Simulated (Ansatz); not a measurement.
# Cl2FHSn (built from SMILES F.[Cl][Sn][Cl]): search for a transition state

Aim: find the saddle point of a insertion of a carbenoid that is to form Sn1–H4, Sn1–F5 and break H4–F5, prove it by its vibrations, and relax downhill on both sides to see what it joins.

Program: Ansatz 0.2.0, Gaussian basis. Level of theory: PBE0-D4, def2-SVP first, then def2-TZVP. These are calculated values, not measurements.

143 further runs of the same task are left out: 143 set aside as unsound or not needed.

## 1. The system as given

The guess: 5 atoms, charge 0, spin multiplicity 1.

Atoms are counted from 1 here; the program's logs count them from 0.

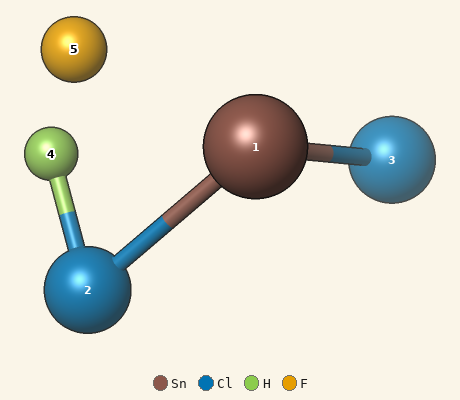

Start geometry, drawn with tin brown, chlorine blue, hydrogen green, fluorine amber; atoms are numbered from 1 in the order of the file.

Coordinates:

```xyz
5
Cl2FHSn
Sn    0.32560    1.01090   -0.81340
Cl    0.96200   -1.40440   -0.13550
Cl   -1.81120    0.57170   -1.72970
H     0.45990   -0.59610    1.10840
F     0.06370    0.41780    1.57020
```

Distances that are to change: Sn1–H4 2.51 Å, Sn1–F5 2.47 Å, H4–F5 1.18 Å.

## 2. Constrained relaxation of the guess

The input, hold/in.yaml:

```yaml
crystal:
  periodic: [false, false, false]
  atoms:
    - {symbol: Sn, position_ang: [0.325600, 1.010900, -0.813400]}
    - {symbol: Cl, position_ang: [0.962000, -1.404400, -0.135500]}
    - {symbol: Cl, position_ang: [-1.811200, 0.571700, -1.729700]}
    - {symbol: H, position_ang: [0.459900, -0.596100, 1.108400]}
    - {symbol: F, position_ang: [0.063700, 0.417800, 1.570200]}
basis:
  gaussian: {orbitals: def2-SVP}
hamiltonian: {xc: pbe0, dispersion: d4}
relax: {f_tol: 0.04, max_steps: 150, escape_saddle: false, constraints: [{distance: [0, 3]}, {distance: [0, 4]}, {distance: [3, 4]}]}
```

Run with:

```console
> ansatz run in.yaml --threads 4 --pin off --events-out ev --progress --plain --max-ram 9574MiB
```

Output, cut to the lines that bear on the results:

```text
Functional definition: PBE0
  name "PBE0"
  cite "Adamo & Barone, J. Chem. Phys. 110, 6158 (1999) doi:10.1063/1.478522"
  cite "Perdew, Burke & Ernzerhof, Phys. Rev. Lett. 77, 3865 (1996) doi:10.1103/PhysRevLett.77.3865"
  parent pbe
[...]
911 factors; integrals over basis functions are off by at most 3.3e-4 eV
[...]
mean field -33592.10425853 eV, -1234.4870619548 hartree, gradient 5.1e-5 eV, S^2 0.000000; 0 other end points of the search recorded, 0 dependent functions left out
[...]
reference -33592.10428160 eV, -1234.4870628028 hartree; 33, 33 occupied and 48, 48 virtual orbitals, 911 factors
relax step   1: F+E_penalty+E_count = -33592.23511518 eV  Δ(F+E_penalty+E_count) = +0.000e0 eV  max|allowed force component| = 4.215e-1 eV/Å  Δτ_max = 0.0000 Å  (26 SCF iters, accepted)
[...]
relax step   4: F+E_penalty+E_count = -33592.26996693 eV  Δ(F+E_penalty+E_count) = -5.294e-4 eV  max|allowed force component| = 1.678e-1 eV/Å  Δτ_max = 0.0594 Å  (30 SCF iters, accepted)
[...]
relax step   5: F+E_penalty+E_count = -33592.27314231 eV  Δ(F+E_penalty+E_count) = -3.175e-3 eV  max|allowed force component| = 3.364e-3 eV/Å  Δτ_max = 0.0257 Å  (31 SCF iters, accepted)
  distance Sn 0 - H 3 held at 2.508745 Å   reaction = +5.7871e-2 eV/Å
  distance Sn 0 - F 4 held at 2.470204 Å   reaction = +8.3088e-1 eV/Å
  distance H 3 - F 4 held at 1.182466 Å   reaction = +2.3533e0 eV/Å
911 factors; integrals over basis functions are off by at most 3.4e-4 eV
mean field -33592.14038637 eV, -1234.4883896286 hartree, gradient 1.4e-5 eV, S^2 0.000000; 1 other end points of the search recorded, 0 dependent functions left out
[...]
reference -33592.14040918 eV, -1234.4883904669 hartree; 33, 33 occupied and 48, 48 virtual orbitals, 911 factors
Total energy: -33592.27316512 eV, -1234.4932691575 hartree
Atom 0 at     0.411518     1.010603    -0.843481 Å, force    -0.148740    -0.226812     0.839161 eV/Å
Atom 1 at     1.009311    -1.416931    -0.176307 Å, force     0.000528    -0.001671     0.003364 eV/Å
Atom 2 at    -1.796486     0.550606    -1.594794 Å, force     0.002218     0.000311     0.000864 eV/Å
Atom 3 at     0.395562    -0.582999     1.094038 Å, force    -0.827571     2.069431     0.801089 eV/Å
Atom 4 at    -0.019905     0.438621     1.520545 Å, force     0.973566    -1.841258    -1.644478 eV/Å
Dipole moment:     0.482256     0.406609    -0.260113 e Å
```

Run time: 16 s. Hardware: 4 threads of Oxide Virtual Turin-like, shared host.

Relaxation path:

```csv
step,energy from step 1 (eV),largest force component (eV/Å)
1,0.0000,0.4215
2,-0.0231,0.2208
3,-0.0343,0.1077
4,-0.0349,0.1678
5,-0.0380,0.0034
```

Close pairs (by a distance rule), those that changed most:

```csv
bond,before (Å),after (Å),change (Å)
Cl2–H4,1.566,1.639,+0.073
Sn1–Cl3,2.366,2.377,+0.011
Sn1–Cl2,2.588,2.588,-0.001
```

## 3. A starting Hessian

The input, hessian/in.yaml:

```yaml
crystal:
  periodic: [false, false, false]
  atoms:
    - {symbol: Sn, position_ang: [0.411518, 1.010603, -0.843481]}
    - {symbol: Cl, position_ang: [1.009311, -1.416931, -0.176307]}
    - {symbol: Cl, position_ang: [-1.796486, 0.550606, -1.594794]}
    - {symbol: H, position_ang: [0.395562, -0.582999, 1.094038]}
    - {symbol: F, position_ang: [-0.019905, 0.438621, 1.520545]}
basis:
  gaussian: {orbitals: def2-SVP}
hamiltonian: {xc: pbe0, dispersion: d4}
phonons: {}
scf: {lower_state_search: off}
```

Run with:

```console
> ansatz run in.yaml --threads 4 --pin off --events-out ev --progress --plain --max-ram 9574MiB
```

Output, cut to the lines that bear on the results:

```text
[... 5 set-up lines as earlier in the session ...]
[...]
912 factors; integrals over basis functions are off by at most 2.5e-4 eV
[...]
mean field -33592.14039598 eV, -1234.4883899817 hartree, gradient 2.3e-6 eV, S^2 0.000000; 0 other end points of the search recorded, 0 dependent functions left out
[...]
reference -33592.14041884 eV, -1234.4883908217 hartree; 33, 33 occupied and 48, 48 virtual orbitals, 912 factors
[... from here to the last solve, the lines of the solves are left out (29 solves) ...]
912 factors; integrals over basis functions are off by at most 2.5e-4 eV
mean field -33592.14447643 eV, -1234.4885399353 hartree, gradient 1.5e-6 eV, S^2 0.000000; 0 other end points of the search recorded, 0 dependent functions left out
[...]
reference -33592.14449928 eV, -1234.4885407754 hartree; 33, 33 occupied and 48, 48 virtual orbitals, 912 factors
WARN: phonons: modes at or below zero, which the zero-point energy, F, S and C_V leave out: 1, the lowest at -643.68 cm⁻¹. A minimum has none, and a first-order saddle one
Total energy: -33592.27317477 eV, -1234.4932695121 hartree
Atom 0 at     0.411518     1.010603    -0.843481 Å, force    -0.148829    -0.226500     0.839140 eV/Å
Atom 1 at     1.009311    -1.416931    -0.176307 Å, force     0.000449    -0.001847     0.003402 eV/Å
Atom 2 at    -1.796486     0.550606    -1.594794 Å, force     0.002348     0.000208     0.000919 eV/Å
Atom 3 at     0.395562    -0.582999     1.094038 Å, force    -0.827566     2.069356     0.801099 eV/Å
Atom 4 at    -0.019905     0.438621     1.520545 Å, force     0.973599    -1.841217    -1.644560 eV/Å
Dipole moment:     0.482257     0.406610    -0.260114 e Å
Vibrations: -643.68 103.96 114.69 236.58 365.11 377.98 504.52 1088.01 1413.18 cm⁻¹, zero-point energy 0.260616 eV
Checks for a lower state left out: stability, starts, cluster_reference, orbital_swaps, neighbouring_geometries, increment
```

It took 51 s on 4 threads of Oxide Virtual Turin-like, shared host.

The structure is not stationary yet, so these wavenumbers are no spectrum; the search needs only the force constants.

## 4. Saddle search in the small basis

The search itself is an outer loop (partitioned rational-function steps, Bofill update of the Hessian). Each step is one single-point run with forces. It stops when the largest force is under 0.04 eV/Å and the followed curvature is negative. The first step's input:

The input, presaddle/in.yaml:

```yaml
crystal:
  periodic: [false, false, false]
  atoms:
    - {symbol: Sn, position_ang: [0.411518, 1.010603, -0.843481]}
    - {symbol: Cl, position_ang: [1.009311, -1.416931, -0.176307]}
    - {symbol: Cl, position_ang: [-1.796486, 0.550606, -1.594794]}
    - {symbol: H, position_ang: [0.395562, -0.582999, 1.094038]}
    - {symbol: F, position_ang: [-0.019905, 0.438621, 1.520545]}
basis:
  gaussian: {orbitals: def2-SVP}
hamiltonian: {xc: pbe0, dispersion: d4}
output: {forces: true}
scf: {lower_state_search: off}
```

Run with:

```console
> ansatz run in.yaml --threads 4 --pin off --events-out ev --progress --plain --max-ram 9574MiB
```

The driver's record:

```csv
step,energy (eV),largest force (eV/Å),followed curvature (eV/Å²)
1,-33592.27316,2.0694,-5.73
2,-33592.42056,0.9340,-5.55
3,-33592.29711,0.6638,-2.59
4,-33592.15216,0.4536,-2.43
5,-33592.18946,1.2668,-5.47
6,-33592.08446,1.3028,-0.94
7,-33592.17887,0.5819,-5.22
8,-33592.13166,1.3812,-2.41
9,-33592.20431,0.2867,-2.81
10,-33592.19240,0.2798,-1.05
11,-33592.20584,0.2786,-0.73
14,-33592.09179,0.3804,-0.11
17,-33591.99731,0.6566,-0.09
20,-33592.00880,0.3506,-0.15
23,-33592.01344,0.1598,-0.28
26,-33592.02851,0.1919,-0.56
29,-33592.06967,0.3356,-0.30
32,-33592.07565,0.3354,-0.12
35,-33592.07713,0.0464,-0.50
36,-33592.07759,0.1014,-0.61
37,-33592.07863,0.0462,-0.78
38,-33592.07925,0.0539,-0.36
39,-33592.08006,0.0880,-0.73
40,-33592.08099,0.0998,-1.04
41,-33592.08148,0.0435,-0.71
42,-33592.08203,0.0359,-0.69
```

The 42 steps took 74 s in all (4 threads of Oxide Virtual Turin-like, shared host).

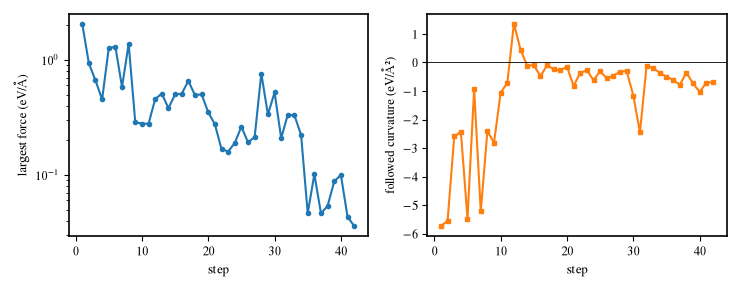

Largest force and followed curvature during the search.

## 5. Saddle search in triple zeta

A small driver takes partitioned rational-function steps: uphill along one mode, downhill along the rest. It calls the program once a step for energy and forces and updates the Hessian by Bofill's formula. It stops when the largest force is under 0.01 eV/Å and the followed curvature is negative. The first step's input:

The input, saddle/in.yaml:

```yaml
crystal:
  periodic: [false, false, false]
  atoms:
    - {symbol: Sn, position_ang: [0.404789, 1.360015, -0.623507]}
    - {symbol: Cl, position_ang: [1.204165, -1.480319, 0.064968]}
    - {symbol: Cl, position_ang: [-1.648714, 0.286940, -1.285425]}
    - {symbol: H, position_ang: [0.007302, -1.383452, 0.545840]}
    - {symbol: F, position_ang: [0.032458, 1.216716, 1.298125]}
basis:
  gaussian: {orbitals: def2-TZVP}
hamiltonian: {xc: pbe0, dispersion: d4}
output: {forces: true}
scf: {lower_state_search: off}
```

Run with:

```console
> ansatz run in.yaml --threads 4 --pin off --events-out ev --progress --plain --max-ram 9574MiB
```

Step by step:

```csv
step,energy (eV),largest force (eV/Å),followed curvature (eV/Å²)
1,-33604.52567,0.3055,-0.69
2,-33604.53550,0.1259,-0.67
3,-33604.53605,0.1682,-3.57
4,-33604.53642,0.0652,-1.65
5,-33604.53648,0.0421,-0.93
6,-33604.53642,0.0496,-0.04
7,-33604.53537,0.1819,-0.29
8,-33604.53629,0.0549,-0.59
9,-33604.53629,0.0235,-0.15
10,-33604.53625,0.0051,-0.10
```

The 10 steps took 38 s in all (4 threads of Oxide Virtual Turin-like, shared host).

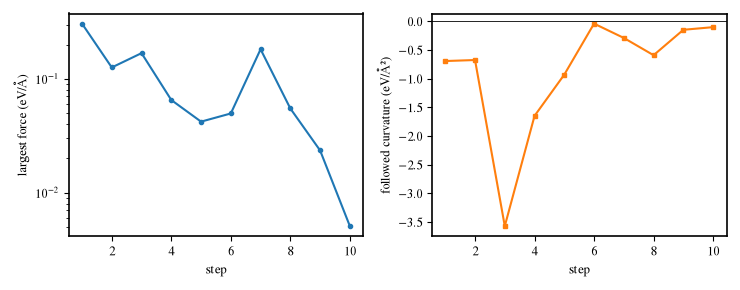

Largest force and followed curvature during the search.

Geometry at the end of the search:

```xyz
5
charge 0, multiplicity 1
Sn    0.4023    1.3559   -0.6164
Cl    1.2242   -1.5035    0.0709
Cl   -1.6475    0.3204   -1.2617
H     0.0190   -1.5035    0.5206
F     0.0020    1.3306    1.2866
```

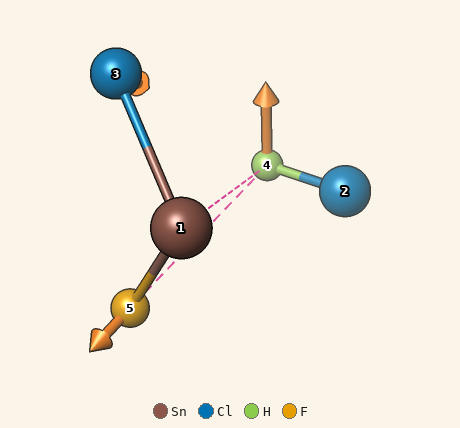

The point found; broken lines mark the pairs that react, arrows the followed mode.

## 6. Vibrations at the point found

The input, vib/in.yaml:

```yaml
crystal:
  periodic: [false, false, false]
  atoms:
    - {symbol: Sn, position_ang: [0.402344, 1.355937, -0.616378]}
    - {symbol: Cl, position_ang: [1.224191, -1.503526, 0.070892]}
    - {symbol: Cl, position_ang: [-1.647509, 0.320391, -1.261692]}
    - {symbol: H, position_ang: [0.018989, -1.503503, 0.520603]}
    - {symbol: F, position_ang: [0.001986, 1.330601, 1.286575]}
basis:
  gaussian: {orbitals: def2-TZVP}
hamiltonian: {xc: pbe0, dispersion: d4}
phonons: {temperatures: {t_min: 298.15, t_max: 900, t_step: 200}}
```

Run with:

```console
> ansatz run in.yaml --threads 4 --pin off --events-out ev --progress --plain --max-ram 9574MiB
```

Output, cut to the lines that bear on the results:

```text
[... 5 set-up lines as earlier in the session ...]
[...]
1197 factors; their error is unknown
[...]
mean field -33604.40247018 eV, -1234.9390128969 hartree, gradient 2.7e-5 eV, S^2 0.000000; 0 other end points of the search recorded, 0 dependent functions left out
[...]
reference -33604.40250026 eV, -1234.9390140023 hartree; 33, 33 occupied and 128, 128 virtual orbitals, 1197 factors
[... from here to the last solve, the lines of the solves are left out (29 solves) ...]
1197 factors; their error is unknown
[...]
mean field -33604.40239512 eV, -1234.9390101387 hartree, gradient 2.0e-6 eV, S^2 0.000000; 0 other end points of the search recorded, 0 dependent functions left out
[...]
reference -33604.40242520 eV, -1234.9390112440 hartree; 33, 33 occupied and 128, 128 virtual orbitals, 1197 factors
WARN: phonons: modes at or below zero, which the zero-point energy, F, S and C_V leave out: 1, the lowest at -134.00 cm⁻¹. A minimum has none, and a first-order saddle one
Total energy: -33604.53625492 eV, -1234.9439293954 hartree
Atom 0 at     0.402344     1.355937    -0.616378 Å, force     0.001055     0.000793    -0.001746 eV/Å
Atom 1 at     1.224191    -1.503526     0.070892 Å, force    -0.004890     0.005088     0.001243 eV/Å
Atom 2 at    -1.647509     0.320391    -1.261692 Å, force     0.001879     0.000015     0.001920 eV/Å
Atom 3 at     0.018989    -1.503503     0.520603 Å, force     0.001953    -0.003645    -0.000199 eV/Å
Atom 4 at     0.001986     1.330601     1.286575 Å, force     0.000001    -0.002251    -0.001217 eV/Å
Dipole moment:     0.495443    -0.001486    -0.235944 e Å
Vibrations: -134.00 83.70 94.76 112.33 157.26 335.12 389.62 579.63 2930.28 cm⁻¹, zero-point energy 0.290291 eV
```

It took 81 s on 4 threads of Oxide Virtual Turin-like, shared host.

The modes, with what each moves most:

```csv
mode,wavenumber (cm⁻¹),character
1,134i,changes H4–F5
2,84,"not assigned (largely outside the bonds, angles and torsions drawn)"
3,95,"not assigned (largely outside the bonds, angles and torsions drawn)"
4,112,"not assigned (largely outside the bonds, angles and torsions drawn)"
5,157,bend
6,335,Sn–Cl stretch
7,390,"not assigned (largely outside the bonds, angles and torsions drawn)"
8,580,Sn–F stretch
9,2930,Cl–H stretch
```

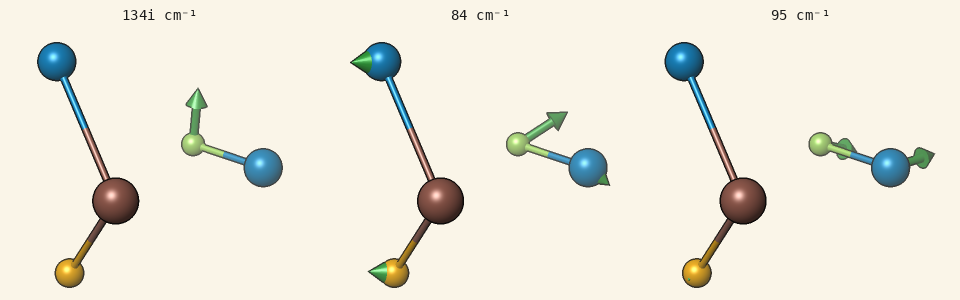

How the atoms move in 3 of the modes.

Vibrational sums (real modes only):

```csv
T (K),entropy (J/mol/K),heat capacity (J/mol/K)
298,66.5,49.9
498,93.5,54.9
698,112.4,57.1
898,127.0,58.8
```

## 7. Relaxing after a step of 0.30 Å one way along the mode

The input, downa/in.yaml:

```yaml
crystal:
  periodic: [false, false, false]
  atoms:
    - {symbol: Sn, position_ang: [0.426653, 1.358683, -0.575590]}
    - {symbol: Cl, position_ang: [1.240332, -1.538347, 0.136157]}
    - {symbol: Cl, position_ang: [-1.588920, 0.167861, -1.127216]}
    - {symbol: H, position_ang: [-0.091696, -1.548372, 0.245402]}
    - {symbol: F, position_ang: [0.013631, 1.560075, 1.321246]}
basis:
  gaussian: {orbitals: def2-TZVP}
hamiltonian: {xc: pbe0, dispersion: d4}
relax: {f_tol: 0.005, max_steps: 200}
```

Run with:

```console
> ansatz run in.yaml --threads 4 --pin off --events-out ev --progress --plain --max-ram 9574MiB
```

Output, cut to the lines that bear on the results:

```text
[... 5 set-up lines as earlier in the session ...]
[...]
1197 factors; their error is unknown
[...]
mean field -33604.37727506 eV, -1234.9380869934 hartree, gradient 2.7e-5 eV, S^2 0.000000; 0 other end points of the search recorded, 0 dependent functions left out
[...]
reference -33604.37730500 eV, -1234.9380880936 hartree; 33, 33 occupied and 128, 128 virtual orbitals, 1197 factors
relax step   1: F+E_penalty+E_count = -33604.51112748 eV  Δ(F+E_penalty+E_count) = +0.000e0 eV  max|allowed force component| = 1.247e0 eV/Å  Δτ_max = 0.0000 Å  (27 SCF iters, accepted)
[...]
1197 factors; their error is unknown
[...]
mean field -33604.42755874 eV, -1234.9399348847 hartree, gradient 2.5e-5 eV, S^2 0.000000; 1 other end points of the search recorded, 0 dependent functions left out
[...]
reference -33604.42758835 eV, -1234.9399359729 hartree; 33, 33 occupied and 128, 128 virtual orbitals, 1197 factors
Total energy: -33604.56389359 eV, -1234.9449450978 hartree
Atom 0 at     0.456581     1.288683    -0.533431 Å, force    -0.002620    -0.000897     0.003532 eV/Å
Atom 1 at     1.166286    -1.508113     0.267891 Å, force     0.004558     0.000063     0.001340 eV/Å
Atom 2 at    -1.573812     0.041774    -0.979383 Å, force     0.000245     0.001780    -0.000724 eV/Å
Atom 3 at    -0.089745    -1.488983    -0.074603 Å, force    -0.003366     0.000619    -0.000334 eV/Å
Atom 4 at     0.040691     1.666537     1.319524 Å, force     0.001183    -0.001565    -0.003815 eV/Å
Dipole moment:     0.482030     0.025155    -0.412913 e Å
```

Wall time 19 s (4 threads of Oxide Virtual Turin-like, shared host).

Step by step:

```csv
step,energy from step 1 (eV),largest force component (eV/Å)
1,0.0000,1.2465
2,0.0006,1.3165
3,-0.0243,0.9404
4,-0.0469,0.1400
5,-0.0501,0.1135
6,-0.0521,0.0435
7,-0.0521,0.0422
8,-0.0519,0.0895
9,-0.0525,0.0118
10,-0.0527,0.0046
```

Close pairs (by a distance rule), those that changed most:

```csv
bond,before (Å),after (Å),change (Å)
Cl2–H4,1.337,1.302,-0.035
Sn1–Cl3,2.405,2.424,+0.019
Sn1–F5,1.952,1.936,-0.015
```

## 8. Relaxing after a step of 0.30 Å the other way along the mode

The input, downb/in.yaml:

```yaml
crystal:
  periodic: [false, false, false]
  atoms:
    - {symbol: Sn, position_ang: [0.378034, 1.353191, -0.657166]}
    - {symbol: Cl, position_ang: [1.208050, -1.468705, 0.005627]}
    - {symbol: Cl, position_ang: [-1.706098, 0.472921, -1.396169]}
    - {symbol: H, position_ang: [0.129674, -1.458633, 0.795804]}
    - {symbol: F, position_ang: [-0.009660, 1.101126, 1.251904]}
basis:
  gaussian: {orbitals: def2-TZVP}
hamiltonian: {xc: pbe0, dispersion: d4}
relax: {f_tol: 0.005, max_steps: 200}
```

Run with:

```console
> ansatz run in.yaml --threads 4 --pin off --events-out ev --progress --plain --max-ram 9574MiB
```

Output, cut to the lines that bear on the results:

```text
[... 5 set-up lines as earlier in the session ...]
[...]
1197 factors; their error is unknown
[...]
mean field -33604.36803076 eV, -1234.9377472718 hartree, gradient 2.7e-5 eV, S^2 0.000000; 0 other end points of the search recorded, 0 dependent functions left out
[...]
reference -33604.36806088 eV, -1234.9377483784 hartree; 33, 33 occupied and 128, 128 virtual orbitals, 1197 factors
relax step   1: F+E_penalty+E_count = -33604.50080799 eV  Δ(F+E_penalty+E_count) = +0.000e0 eV  max|allowed force component| = 1.131e0 eV/Å  Δτ_max = 0.0000 Å  (27 SCF iters, accepted)
[...]
1197 factors; their error is unknown
mean field -33604.47791470 eV, -1234.9417854320 hartree, gradient 2.7e-5 eV, S^2 0.000000; 1 other end points of the search recorded, 0 dependent functions left out
[...]
reference -33604.47794441 eV, -1234.9417865238 hartree; 33, 33 occupied and 128, 128 virtual orbitals, 1197 factors
Total energy: -33604.60986773 eV, -1234.9466346164 hartree
Atom 0 at     0.350483     1.222317    -0.632314 Å, force    -0.002321     0.001416     0.000289 eV/Å
Atom 1 at     1.044935    -1.627116    -0.017142 Å, force     0.002253    -0.003270    -0.002535 eV/Å
Atom 2 at    -1.755723     0.651906    -1.536194 Å, force     0.000430    -0.000800    -0.001849 eV/Å
Atom 3 at     0.463621    -0.959920     0.948181 Å, force    -0.004015     0.003570     0.002123 eV/Å
Atom 4 at    -0.103316     0.712713     1.237469 Å, force     0.003652    -0.000917     0.001972 eV/Å
Dipole moment:     0.554466     0.229430    -0.123494 e Å
```

It took 19 s on 4 threads of Oxide Virtual Turin-like, shared host.

The steps of the relaxation: (the energy doesn't fall at every step)

```csv
step,energy from step 1 (eV),largest force component (eV/Å)
1,0.0000,1.1312
2,0.0065,1.2805
3,-0.0488,0.1984
4,-0.0611,0.1681
5,-0.0554,0.6255
6,-0.0692,0.1175
7,-0.0793,0.0905
8,-0.0934,0.1606
9,-0.0991,0.3703
10,-0.1048,0.2104
11,-0.1088,0.0384
12,-0.1090,0.0075
13,-0.1090,0.0040
```

Close pairs (by a distance rule), those that changed most:

```csv
bond,before (Å),after (Å),change (Å)
Cl2–H4,1.337,1.310,-0.027
Sn1–F5,1.964,1.990,+0.026
Sn1–Cl3,2.380,2.362,-0.018
```

## 9. The three structures

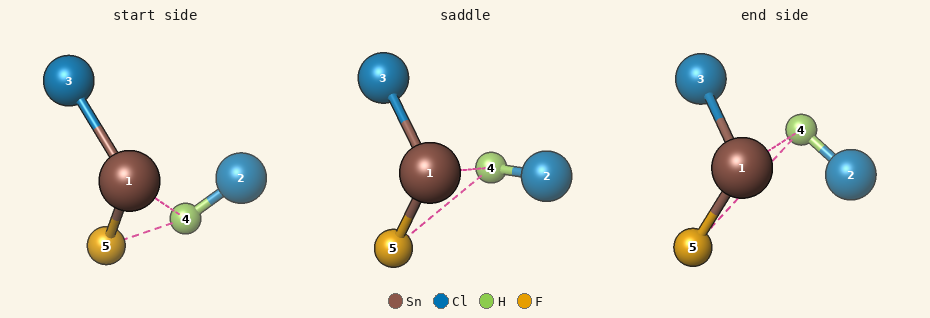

The minimum on the start side, the saddle and the minimum on the end side; broken lines mark the pairs that change.

```csv
pair,start side (Å),saddle (Å),end side (Å)
Sn1–H4,2.697,3.101,2.868
Sn1–F5,1.990,1.945,1.936
H4–F5,1.790,2.936,3.452
```

## 10. Summary of results

| quantity | value |
| --- | --- |
| imaginary mode | 134i cm⁻¹ |
| barrier from the start side | 7.1 kJ/mol |
| barrier from the end side | 2.7 kJ/mol |
| energy of the step | +4.4 kJ/mol |
| pairs that change | none by distance |
| zero-point energy at the saddle | 0.290 eV |

What this shows: The point has a single imaginary mode (134i cm⁻¹), as a transition state must. Both sides have the same bonds, so the saddle belongs to a change of shape, not to the planned reaction. At PBE0-D4/def2-TZVP the electronic barrier is 7.1 kJ/mol, about 3 kT at 298 K, and the step runs 4.4 kJ/mol uphill. A step off the saddle overshot and began above it in energy, so the link to its end is likely but not proven. The ends are the nearest minima, not always the lowest complexes.
